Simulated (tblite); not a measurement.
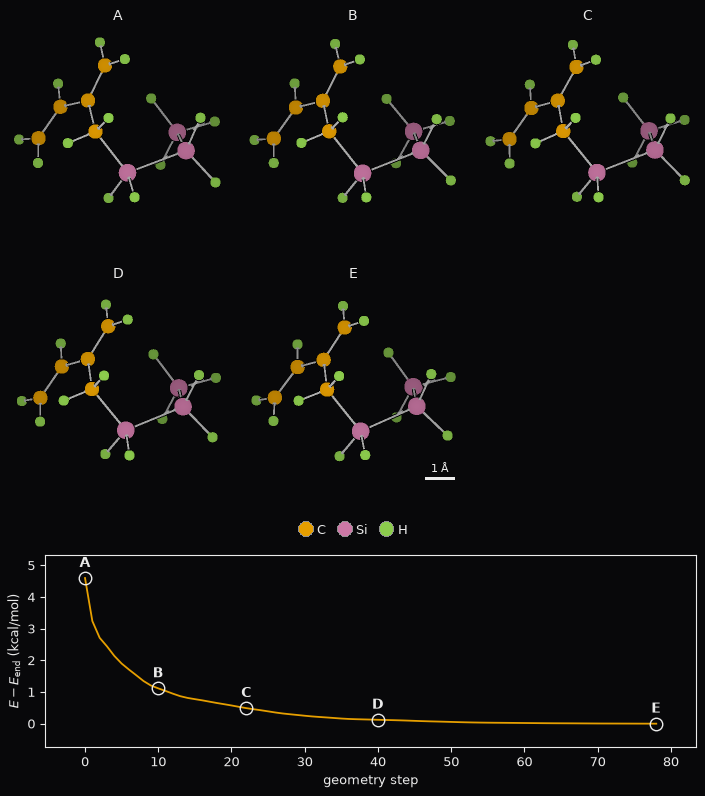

Frames of a relaxation of C$_{5}$H$_{14}$Si$_{3}$, marked on the history of the run. The picture is a ball-and-stick view, seen from a free direction.

Level of theory: GFN2-xTB geometry optimisation, gas phase in tblite 0.8.0. 

Q: What happens along the run?

A: Over 78 geometry steps the energy falls by 4.60 kcal/mol. The largest move after the best rigid fit is that of an H atom, 0.36 Å. By element the largest moves are H 0.36 Å, C 0.21 Å, Si 0.18 Å. Near-neighbour distances that change, for instance: C–Si 1.870 → 1.917 Å, C–C 1.519 → 1.491 Å, Si–Si 2.287 → 2.314 Å, H–Si 1.497 → 1.475 Å. Bond angles that change, for instance: Si–Si–Si 107.6° → 116.4°, Si–Si–H 108.7° → 116.5°, C–C–Si 116.7° → 111.6°. From step 0 to 10: an H atom moves most (0.12 Å), energy −3.48 kcal/mol. From step 10 to 22: H atoms move most (0.10 Å), energy −0.62 kcal/mol. From step 22 to 40: an H atom moves most (0.13 Å), energy −0.37 kcal/mol. From step 40 to 78: an H atom moves most (0.10 Å), energy −0.12 kcal/mol.

```csv
step,"E − E(0), kcal/mol"
0,0.00
1,-1.36
2,-1.89
3,-2.16
4,-2.46
5,-2.70
6,-2.89
7,-3.07
8,-3.25
9,-3.40
10,-3.48
14,-3.79
17,-3.90
21,-4.07
24,-4.18
28,-4.30
31,-4.37
35,-4.44
39,-4.47
42,-4.49
46,-4.52
49,-4.54
53,-4.56
57,-4.57
60,-4.58
64,-4.59
67,-4.59
71,-4.59
74,-4.60
78,-4.60
```
